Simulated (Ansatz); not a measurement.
Geometry optimisation.

Program: Ansatz.

```
crystal:
  lattice:
    - [2.0765279847, 2.0765279847, 4.1530559694]
    - [2.0765279847, 4.1530559694, 2.0765279847]
    - [4.1530559694, 2.0765279847, 2.0765279847]
  atoms:
    - { symbol: V, position: [0.0, 0.0, 0.0] }
    - { symbol: Sn, position: [0.5, 0.5, 0.5] }
basis:
  ecutwfc: 420
kpoints:
  mp_grid: { grid: [18, 18, 18] }
hamiltonian:
  xc: pbe
scf:
  occupations: { method: gaussian, width: 0.1 }
output:
  forces: true
  stress: true
  eigenvalues: true
  write_density: true
  write_potential: true
  elf: true
  volumetric_format: npy
relax:
  adjacent_minimum: "off"
  f_tol: 0.01
  max_steps: 80
  cell: { stress_tol: 0.05 }
```

Launched with:
```bash
ansatz run input.yaml --threads 1 --pin off --max-ram 3072MiB --backend cpu --events-out ev --progress --plain --runs-dir out
```

How does the optimisation go?

Answer. The optimisation met its thresholds at geometry 6, counting the start as the first. The energy fell by about 84 meV/atom from the first step to the last. All forces vanish by symmetry, so only the cell moves. The volume grows from 17.91 to 18.28 Å³ per atom (+2.1 %), overshooting to 18.52 at step 2, as the pressure goes from 3.1 GPa to about 0 GPa.

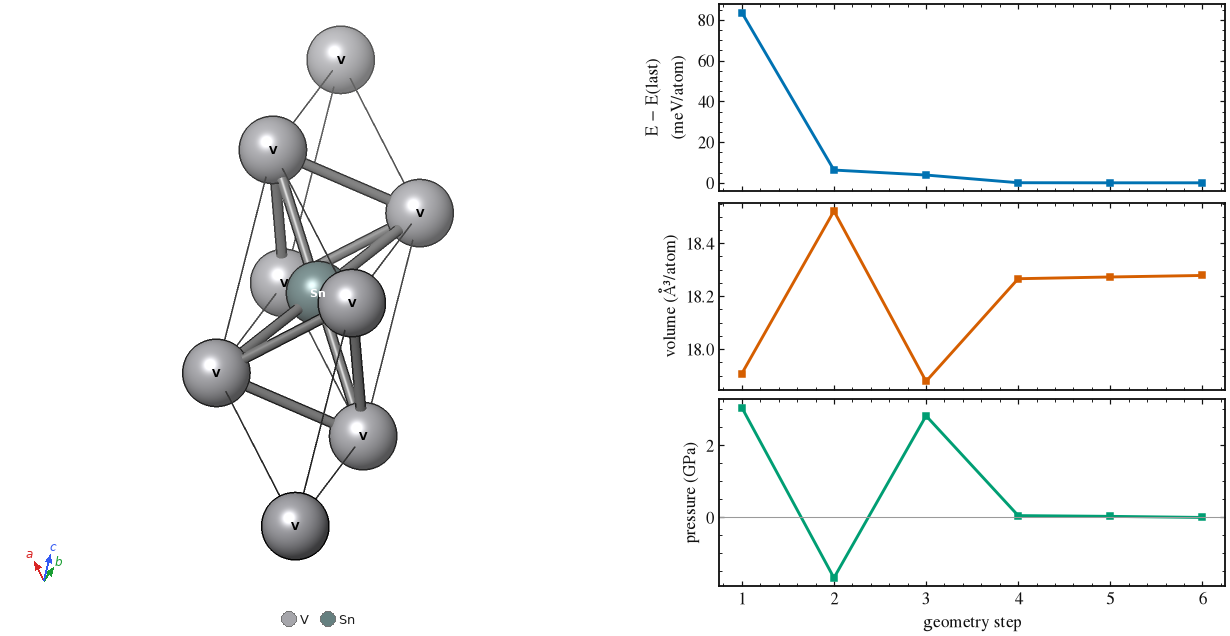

Beside the plot: the structure at the start.

History of the run, step by step. Atoms and cell relax. A closing SCF on a freshly chosen basis isn't drawn.
